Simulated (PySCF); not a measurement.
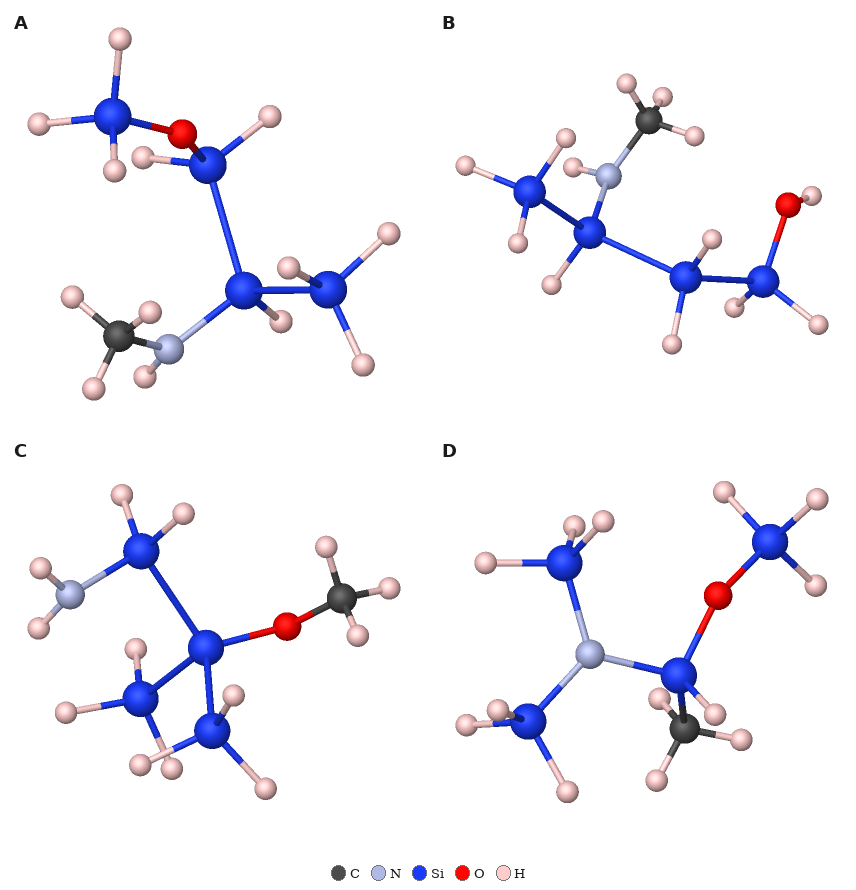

The picture comes from a calculation with PySCF.

Which panel belongs to which SMILES?
(1) CN[Si@H]([SiH3])[SiH2]O[SiH3]
(2) C[Si@@H](O[SiH3])N([SiH3])[SiH3]
(3) CN[Si@H]([SiH3])[SiH2][SiH2]O
(4) CO[Si]([SiH3])([SiH3])[SiH2]N

A is (1), B is (3), C is (4), D is (2).
